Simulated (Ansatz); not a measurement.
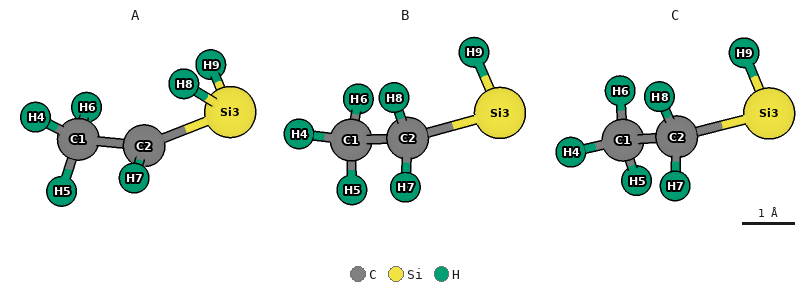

3 geometries from a converged minimum-energy path of C$_{2}$H$_{6}$Si, shuffled. A ball-and-stick model, seen from a free direction.

These are results of RKS B3LYP/STO-3G in Ansatz, not measurements. Run with 5 movable images; climbing image; force threshold 0.03 eV/Å; iteration limit 60; starting path through a guess of the saddle point.

Which frame is the transition state?

Answer. A. In order along the path, whose images run from 0 to 6: C (image 0, 0.00 eV), B (image 1, +0.04 eV), A (image 3, +1.87 eV). A hydrogen atom shifts from one atom to another. Breaking: C2–H8 (1.11 → 1.70 at the top → 2.73 Å). Forming: Si3–H8 (2.49 → 1.55 at the top → 1.44 Å).

Limits of the set-up: STO-3G is a minimal basis, so the numbers are rough.

The run took 85 s on 1 thread of Arm Neoverse V2, with other jobs on the host, peak memory 0.1 GiB.
